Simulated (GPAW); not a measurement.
# S K ELNES/XANES of CSO (R3m) from DFT

Aim: the dependence of the S K near-edge features of CSO (R3m) on volume.

Method: X-ray absorption from dipole matrix elements to empty bands, plane-wave PAW LDA, in GPAW 26.7.0.

## 1. Set-up

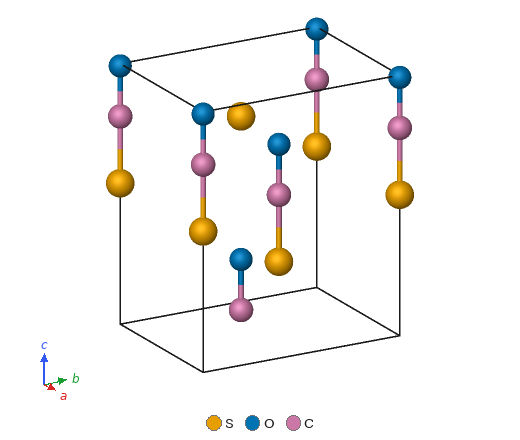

The cell as given, slightly off an axis (sulfur orange, oxygen blue, carbon pink). This picture shows the conventional cell, with its axes. Bonds to atoms that aren't drawn are left out. Some periodic images of atoms are drawn too.

## 2. The field without a hole

A plain self-consistent run shows whether there is a gap, which decides the set-up of the core-hole run.

File scf.py:

```python
import numpy as np
from ase import Atoms
from ase.parallel import parprint, paropen
from gpaw import GPAW, PW, FermiDirac, Mixer, MixerDif, setup_paths
from gpaw.test import gen
setup_paths.insert(0, '.')
gen('S', name='nch1s', xcname='LDA', corehole=(1, 0, 0), write_xml=True)
from gpaw.mpi import world
world.barrier()

atoms = Atoms('SOC',
    cell=[[3.29398903, 1.90178545, 2.02351958],
     [-3.29398903, 1.90178545, 2.02351958],
     [0, -3.8035709, 2.02351958]],
    scaled_positions=[[0.541004, 0.541004, 0.541004],
     [0.991493, 0.991493, 0.991493],
     [0.797703, 0.797703, 0.797703]],
    pbc=True)
atoms.calc = calc = GPAW(legacy_gpaw=True, mode=PW(500, force_complex_dtype=True), xc='LDA', setups={0: 'nch1s'},
    kpts={'size': (6, 6, 6), 'gamma': True}, occupations=FermiDirac(0.05),
    charge=0, mixer=Mixer(0.1, 5, 50), maxiter=150,
    convergence={'density': 0.0001, 'eigenstates': 1e-6}, txt='scf.txt')
energy = atoms.get_potential_energy() + calc.get_reference_energy()
ef = calc.get_fermi_level()
out = dict(energy=energy, fermi=ef, forces=atoms.get_forces().tolist())
parprint(f'all-electron energy {energy:.4f} eV, Fermi level {ef:.4f} eV')
ev = np.array([[calc.get_eigenvalues(k, s) for k in range(len(calc.get_ibz_k_points()))] for s in range(calc.get_number_of_spins())])
out['homo'], out['lumo'], out['counts'] = ev[ev < ef].max(), ev[ev > ef].min(), sorted(set((ev < ef).sum((0, 2)).tolist()))
out['filled'] = (ev[:, 0] < ef).sum(1).tolist()
import json
with paropen('out.json', 'w') as f:
    json.dump(out, f)
```

Run with:

```sh
> OMP_NUM_THREADS=1 mpirun -n 4 gpaw python scf.py
```

Numbers of over 12 decimals in the logs are rounded to 6 here.

Log:

```text
Input parameters:
  convergence: {density: 0.0001,
                eigenstates: 1e-06}
  kpts: {gamma: True,
         size: (6, 6, 6)}
  maxiter: 150
  mixer: {backend: pulay,
          beta: 0.1,
          method: separate,
          nmaxold: 5,
          weight: 50}
  mode: {ecut: 500.0,
         force_complex_dtype: True,
         name: pw}
  occupations: {fixmagmom: False,
                name: fermi-dirac,
                width: 0.05}
  setups: {0: nch1s}

Initialize ...

[... PAW data sets ...]

Reference energy: -13871.294550  # eV

Spin-paired calculation

[... convergence settings ...]
Symmetries present (total): 2
  [... symmetry matrices ...]

216 k-points: 6 x 6 x 6 Monkhorst-Pack grid + [1/12,1/12,1/12]
68 k-points in the irreducible part of the Brillouin zone
       k-points in crystal coordinates                weights
   0:     0.00000000    0.00000000    0.00000000          1/216
   1:     0.00000000    0.00000000    0.16666667          2/216
   2:     0.00000000    0.00000000    0.33333333          2/216
   3:     0.00000000    0.00000000    0.50000000          1/216
   4:     0.16666667   -0.16666667    0.00000000          2/216
   5:     0.16666667   -0.16666667    0.16666667          4/216
   6:     0.16666667   -0.16666667    0.33333333          4/216
   7:     0.16666667   -0.16666667    0.50000000          2/216
   8:     0.16666667    0.00000000   -0.33333333          4/216
   9:     0.16666667    0.00000000   -0.16666667          4/216
          ...
  67:     0.50000000    0.50000000    0.50000000          1/216

Wave functions: Plane wave expansion
  Cutoff energy: 500.000 eV
  Number of coefficients (min, max): 1909, 1948
  Pulay-stress correction: 0.000000 eV/Ang^3 (de/decut=0.000000)
  Using FFTW library
  Wavefunction extrapolation:
    Improved wavefunction reuse through dual PAW basis

Occupation numbers: Fermi-Dirac:
  width: 0.0500  # eV

Eigensolver
   Davidson(niter=2)

Densities:
  Coarse grid: 24*24*24 grid
  Fine grid: 48*48*48 grid
  Total Charge: 0.000000

Density mixing:
  Method: separate
  Backend: pulay
  Linear mixing parameter: 0.1
  old densities: 5
  Width of damping distribution: 1.1
  Damping of long wavelength oscillations: 50

[... Hamiltonian set-up ...]
Number of atoms: 3
Number of atomic orbitals: 12
Number of bands in calculation: 12
Number of valence electrons: 16
Bands to converge: occupied

... initialized

Initializing position-dependent things.

Density initialized from atomic densities
Creating initial wave functions:
  12 bands from LCAO basis set

       O

       C

       S

Atomic positions and initial magnetic moments

Positions:
   0 S     -0.000000    0.000000    3.284197    ( 0.0000,  0.0000,  0.0000)
   1 O      0.000000    0.000000    6.018916    ( 0.0000,  0.0000,  0.0000)
   2 C     -0.000000   -0.000000    4.842503    ( 0.0000,  0.0000,  0.0000)

Unit cell:
           periodic     x           y           z      points  spacing
  1. axis:    yes    3.293989    1.901785    2.023520    24     0.1732
  2. axis:    yes   -3.293989    1.901785    2.023520    24     0.1732
  3. axis:    yes    0.000000   -3.803571    2.023520    24     0.1732

  Lengths:   4.308339   4.308339   4.308339
  Angles:   99.735955  99.735955  99.735955

Effective grid spacing dv^(1/3) = 0.1765

iter:   1   -22.274823
iter:   2   -21.807033   -1.32  -0.97
iter:   3   -21.354867   -1.65  -1.06
iter:   4   -21.263860   -2.38  -1.26
iter:   5   -21.254139   -1.88  -1.46
iter:   6   -21.230710   -2.81  -1.75
iter:   7   -21.227584   -3.43  -2.22
iter:   8   -21.227304c  -4.39  -2.66
iter:   9   -21.227275c  -5.07  -2.90
iter:  10   -21.227268c  -5.84  -3.07
iter:  11   -21.227252c  -5.99  -3.16
iter:  12   -21.227254c  -6.44c -3.30
iter:  13   -21.227257c  -6.54c -3.43
iter:  14   -21.227256c  -6.91c -3.63
iter:  15   -21.227255c  -6.68c -3.82
iter:  16   -21.227255c  -7.87c -4.18c

Converged after 16 iterations.

Dipole moment: (-0.000000, -0.000000, 3.664090) |e|*Ang

Energy contributions relative to reference atoms: (reference = -13871.294550)

Kinetic:        +19.224104
Potential:      -22.047388
External:        +0.000000
XC:             -18.483183
Entropy (-ST):   -0.000000
Local:           +0.079213
SIC:             +0.000000
--------------------------
Free energy:    -21.227255
Extrapolated:   -21.227255

Showing only first 2 kpts
 Kpt  Band  Eigenvalues  Occupancy
  0     6     -2.54532    2.00000
  0     7     -2.54532    2.00000
  0     8      2.46330    0.00000
  0     9      2.46330    0.00000

  1     6     -2.62810    2.00000
  1     7     -2.51048    2.00000
  1     8      2.49646    0.00000
  1     9      2.53076    0.00000

Fermi level: -0.76880

Gap: 4.791 eV
Transition (v -> c):
  (s=0, k=3, n=7, [0.00, 0.00, 0.50]) -> (s=0, k=9, n=8, [0.17, 0.00, -0.17])
Direct/indirect transitions are different
Direct gap: 4.935 eV
Transition at: (s=0, k=9, n=7, [0.17, 0.00, -0.17])

Forces in eV/Ang:
  0 S     0.00000    0.00000    0.10010
  1 O     0.00000   -0.00000   -1.10958
  2 C     0.00000   -0.00000    1.00770
Scalar-relativistic atomic LDA calculation for S (Sulfur, Z=16)
Core hole in 1s state (1s occupation: 2.0)
450 radial gridpoints.
|------------------------------------------------|
|------------------------------------------------|
[... the atom generator's iteration count ...]

Energy contributions:
-------------------------
Kinetic:     +398.923399
XC:           -24.210329
Potential:   -772.509196
-------------------------
Total:       -397.796126

state      eigenvalue         ekin         rmax
-----------------------------------------------
1s^2.0 :   -88.078630   121.519046        0.063
2s^2.0 :    -7.745453    18.438857        0.389
2p^6.0 :    -5.751715    17.606302        0.325
3s^2.0 :    -0.634959     2.788351        1.406
3p^4.0 :    -0.261139     1.948270        1.598
-----------------------------------------------
(units: Bohr and Hartree)

Generating PAW setup
Kinetic energy of the core from tauc = 386.637961
Cutoffs:
rc(s)=1.840
rc(p)=1.850
rc(d)=1.700
rc(vbar)=1.720
rc(comp)=1.430
rc(nct)=1.850

Kinetic energy of the core states: 385.553617
Charge: 0.0
Core electrons: 10.0
Valence electrons: 6.0
Pseudo-core charge: 0.059824
Shape function alpha=4.890
Pseudo-electron charge 6.430847
state    eigenvalue         norm
--------------------------------
3s(2) :    -0.634959     1.191395
*s    :     0.365041
3p(4) :    -0.261139     0.997058
*p    :     0.738861
*d    :     0.000000
--------------------------------

Diagonalizing with gridspacing h=0.050

state   all-electron     PAW
-------------------------------
3s:      -0.634959    -0.635587
3p:      -0.261139    -0.261554
*d:                    0.043150
*f:                    0.074695
-------------------------------
all-electron energy -13892.5218 eV, Fermi level -0.7688 eV
```

Run time: 8.3 s. Hardware: 4 MPI ranks of Arm Neoverse V2, shared host; peak memory 0.18 GiB.

The mesh shows a gap of 4.79 eV, so the hole is first treated in a charged cell, without the excited electron.

## 3. Supercell without a hole, the energy reference

The photon energy needs a difference of total energies, so the cell and mesh of the coming hole run are first run without a hole.

scf.py, as its differences from that of step 2:

```diff
@@ -10,12 +10,15 @@
 
-atoms = Atoms('SOC',
-    cell=[[3.29398903, 1.90178545, 2.02351958],
-     [-3.29398903, 1.90178545, 2.02351958],
-     [0, -3.8035709, 2.02351958]],
-    scaled_positions=[[0.541004, 0.541004, 0.541004],
-     [0.991493, 0.991493, 0.991493],
-     [0.797703, 0.797703, 0.797703]],
+atoms = Atoms('S2O2C2',
+    cell=[[0, -3.8035709, -4.04703916],
+     [3.29398903, -1.90178545, 4.04703916],
+     [-3.29398903, -1.90178545, 4.04703916]],
+    scaled_positions=[[0.729498, 0.270502, 0.270502],
+     [0.229498, 0.770502, 0.770502],
+     [0.5042535, 0.4957465, 0.4957465],
+     [0.0042535, 0.9957465, 0.9957465],
+     [0.6011485, 0.3988515, 0.3988515],
+     [0.1011485, 0.8988515, 0.8988515]],
     pbc=True)
 atoms.calc = calc = GPAW(legacy_gpaw=True, mode=PW(500, force_complex_dtype=True), xc='LDA', setups={0: 'nch1s'},
-    kpts={'size': (6, 6, 6), 'gamma': True}, occupations=FermiDirac(0.05),
+    kpts={'size': (4, 4, 4), 'gamma': True}, occupations=FermiDirac(0.02),
     charge=0, mixer=Mixer(0.1, 5, 50), maxiter=150,
```

Log:

```text
Input parameters:
  convergence: {density: 0.0001,
                eigenstates: 1e-06}
  kpts: {gamma: True,
         size: (4, 4, 4)}
  maxiter: 150
  mixer: {backend: pulay,
          beta: 0.1,
          method: separate,
          nmaxold: 5,
          weight: 50}
  mode: {ecut: 500.0,
         force_complex_dtype: True,
         name: pw}
  occupations: {fixmagmom: False,
                name: fermi-dirac,
[...]
3s(2) :    -0.634959     1.191395
*s    :     0.365041
3p(4) :    -0.261139     0.997058
*p    :     0.738861
*d    :     0.000000
--------------------------------

Diagonalizing with gridspacing h=0.050

state   all-electron     PAW
-------------------------------
3s:      -0.634959    -0.635587
3p:      -0.261139    -0.261554
*d:                    0.043150
*f:                    0.074695
-------------------------------
all-electron energy -27785.0462 eV, Fermi level -0.7716 eV
[key lines of the parts left out:]
Converged after 16 iterations.
Dipole moment: (0.000000, 0.000000, 10.846164) |e|*Ang
Free energy:    -42.457115
Fermi level: -0.77159
```

Run time: 13 s. Hardware: 4 MPI ranks; peak memory 0.21 GiB; 50 s of CPU time.

Reference energy: -27785.046 eV with the cores included.

[end of part 1 of 3]

[Banner, clock and machine lines of the logs are left out without a mark of their own.]

[Logs are printed without paths, hosts, clocks, repeated set-up lines and the standing remarks that a program may print on its own settings, such as how far it seeks lower states.]

[Hosts, paths, dates, database ids (printed as entryN), source tags and the programs' standing remarks are cut or masked in the printed files.]

[Lists of maxima count a maximum above −3 eV only where it reaches 4 % of the highest in the window and stands out from its surroundings by 2 % of it (1.5 % where it reaches 55 %); shoulders and weaker maxima are passed over, and of the rest the first, up to two pre-edge ones and the few strongest are named.]
